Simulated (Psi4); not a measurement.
# CH3BClFO (SMILES COB(F)Cl): BP86/6-311+G(d,p) (ints tolerance 1e-10, sweep point 5)

Aim: the vertical ionisation energy of CH3BClFO at BP86/6-311+G** (ints tolerance 1e-10, sweep point 5), from 2 runs. 

The results are computed with Psi4 1.11.

4 further runs of the same task are left out: 4 set aside as unsound or not needed. Runs told in other sessions of the task aren't counted.

## Step 1: Starting point

CH3BClFO has 8 atoms, charge 0, and is taken as a singlet. As SMILES, `COB(F)Cl`. Geometry: relaxed at PBE0-D4/def2-TZVP. This is one conformer, not always the lowest.

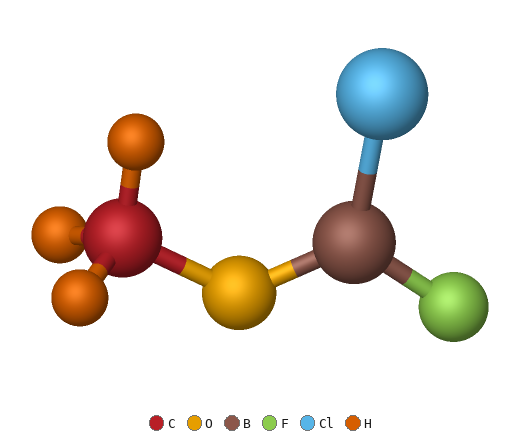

The structure, seen from a chosen angle (carbon red, oxygen amber, boron brown, fluorine green, chlorine blue, hydrogen orange).

## Step 2: A single-point energy at BP86/6-311+G(d,p) (ints tolerance 1e-10, sweep point 5)

calc.dat reads:

```
memory 1.6 GB

molecule m {
  C      0.662000    -0.415400     0.804600
  O     -0.122300    -0.654500    -0.347500
  B     -0.782400     0.264900    -1.051400
  F     -1.466600    -0.129900    -2.108800
  Cl    -0.801800     1.985600    -0.658500
  H      1.700600    -0.658800     0.576000
  H      0.308900    -1.072800     1.599700
  H      0.593700     0.623700     1.130000
  symmetry c1
}

set {
  basis 6-311+G**
  puream true
  scf_type direct
  dft_radial_points 99
  dft_spherical_points 590
  ints_tolerance 1e-10
  maxiter 60
}

e_tot, wfn = energy("bp86", return_wfn=True)
```

Started as:

```sh
$ psi4 -n 1 calc.dat calc.out
```

calc.out, cut to the lines that bear on the results:

```text
[...]
  Running in c1 symmetry.
[...]
  Nuclear repulsion =  212.301069255723689
[...]
  Multiplicity = 1
[...]
  Nalpha       = 24
  Nbeta        = 24
[...]
    Number of basis functions: 136
[...]
   @DF-RKS iter   1:  -699.91089307169761   -1.15604e-01   7.02819e-03 ADIIS/DIIS
[...]
   @RKS iter  11:  -700.29252409326102   -7.27050e-09   7.06002e-07 DIIS
[...]
    Orbital Energies [Eh]
    ---------------------
    Doubly Occupied:
       1A   -100.752732     2A    -24.291685     3A    -18.813022
       4A     -9.964036     5A     -9.200430     6A     -7.023661
       7A     -7.017443     8A     -7.015933     9A     -6.631856
      10A     -1.132042    11A     -0.989643    12A     -0.777758
      13A     -0.668865    14A     -0.519979    15A     -0.486808
      16A     -0.457321    17A     -0.447006    18A     -0.411068
      19A     -0.406599    20A     -0.367056    21A     -0.320631
      22A     -0.312363    23A     -0.297170    24A     -0.292813
[...]
  @RKS Final Energy:  -700.29252409326102
   => Energetics <=
    Nuclear Repulsion Energy =            212.3010692557236894
    One-Electron Energy =               -1386.6255314971620010
    Two-Electron Energy =                 532.0750036824264271
    DFT Exchange-Correlation Energy =     -58.0430655342491022
    Empirical Dispersion Energy =           0.0000000000000000
    VV10 Nonlocal Energy =                  0.0000000000000000
    Total Energy =                       -700.2925240932610222
[...]
 Multipole Moments:
 ------------------------------------------------------------------------------------
     Multipole            Electronic (a.u.)      Nuclear  (a.u.)        Total (a.u.)
 ------------------------------------------------------------------------------------
 L = 1.  Multiply by 2.5417464519 to convert [e a0] to [Debye]
 Dipole X            :         -4.7210677            5.3062687            0.5852010
 Dipole Y            :          2.8679016           -2.9921824           -0.1242808
 Dipole Z            :         -5.9086348            6.6954961            0.7868613
 Magnitude           :                                                    0.9884618
[...]
```

Run time: 50 s. Hardware: 1 thread of Intel Xeon Platinum 8375C at 2.90GHz (Ice Lake), shared host; peak memory 1 GiB.

## Step 3: The doublet cation at the same level

input.in reads:

```
memory 1600 mb

molecule geom {
  1 2
  C      0.662000    -0.415400     0.804600
  O     -0.122300    -0.654500    -0.347500
  B     -0.782400     0.264900    -1.051400
  F     -1.466600    -0.129900    -2.108800
  Cl    -0.801800     1.985600    -0.658500
  H      1.700600    -0.658800     0.576000
  H      0.308900    -1.072800     1.599700
  H      0.593700     0.623700     1.130000
  symmetry c1
}

set {
  reference            uks
  puream               true
  scf_type             direct
  dft_radial_points    99
  dft_spherical_points 590
  ints_tolerance       1e-10
  maxiter              100
}

energy('bp86/6-311+G**')
```

Started as:

```sh
$ psi4 input.in input.out -n 1
```

input.out, cut to the lines that bear on the results:

```text
[...]
  Running in c1 symmetry.
[...]
  Nuclear repulsion =  212.301069255723689
[...]
  Multiplicity = 2
[...]
  Nalpha       = 24
  Nbeta        = 23
[...]
    Number of basis functions: 136
[...]
   @DF-UKS iter   1:  -699.43725126576612    3.58038e-01   7.02303e-03 DIIS/ADIIS
[...]
   @UKS iter  25:  -699.87891577163703   -1.59594e-08   5.05597e-07 DIIS
[...]
   @S^2 Observed:                7.528471730E-01
[...]
    Orbital Energies [Eh]
    ---------------------
    Alpha Occupied:
       1A   -101.028752     2A    -24.509967     3A    -19.112837
       4A    -10.205926     5A     -9.473457     6A     -7.297153
       7A     -7.294749     8A     -7.286517     9A     -6.878762
      10A     -1.347384    11A     -1.271174    12A     -1.039785
      13A     -0.921144    14A     -0.763992    15A     -0.710384
      16A     -0.707695    17A     -0.705194    18A     -0.642702
      19A     -0.631693    20A     -0.591137    21A     -0.573496
      22A     -0.566400    23A     -0.564190    24A     -0.543834
    Alpha Virtual:
      25A     -0.260984    26A     -0.206924    27A     -0.175452
[...]
  @UKS Final Energy:  -699.87891577163703
   => Energetics <=
    Nuclear Repulsion Energy =            212.3010692557236894
    One-Electron Energy =               -1374.6258208159249534
    Two-Electron Energy =                 520.1253923914440520
    DFT Exchange-Correlation Energy =     -57.6795566028797566
    Empirical Dispersion Energy =           0.0000000000000000
    VV10 Nonlocal Energy =                  0.0000000000000000
    Total Energy =                       -699.8789157716370255
  UHF NO Occupations:
  HONO-2 :   22  A 1.9999039
  HONO-1 :   23  A 1.9989580
[...]
 Multipole Moments:
 ------------------------------------------------------------------------------------
     Multipole            Electronic (a.u.)      Nuclear  (a.u.)        Total (a.u.)
 ------------------------------------------------------------------------------------
 L = 1.  Multiply by 2.5417464519 to convert [e a0] to [Debye]
 Dipole X            :         -4.0834926            5.3062687            1.2227761
 Dipole Y            :          2.7484409           -2.9921824           -0.2437415
 Dipole Z            :         -5.0756782            6.6954961            1.6198179
 Magnitude           :                                                    2.0441138
[...]
```

Wall time 2.1 min (1 thread of Intel Xeon Platinum 8375C at 2.90GHz (Ice Lake), shared host); peak memory 1 GiB.

## Step 4: Outcome

At BP86/6-311+G** (ints tolerance 1e-10, sweep point 5):

```
                                          quantity          value
                    singlet CH3BClFO: total energy  -700.29252 Eh
                   singlet CH3BClFO: dipole moment         2.51 D
                     singlet CH3BClFO: HOMO energy       -7.97 eV
                     singlet CH3BClFO: LUMO energy       -0.62 eV
                   singlet CH3BClFO: HOMO–LUMO gap        7.35 eV
                      doublet cation: total energy  -699.87892 Eh
doublet cation: HOMO energy (highest over α and β)      -14.58 eV
 doublet cation: LUMO energy (lowest over α and β)      -14.54 eV
                              doublet cation: ⟨S²⟩          0.753
vertical ionisation energy (to the doublet cation)      11.255 eV
```

The vertical ionisation energy comes to 11.25 eV (1086 kJ/mol). The negative HOMO energy of the first species, 7.97 eV, lies 3.29 eV below that difference.
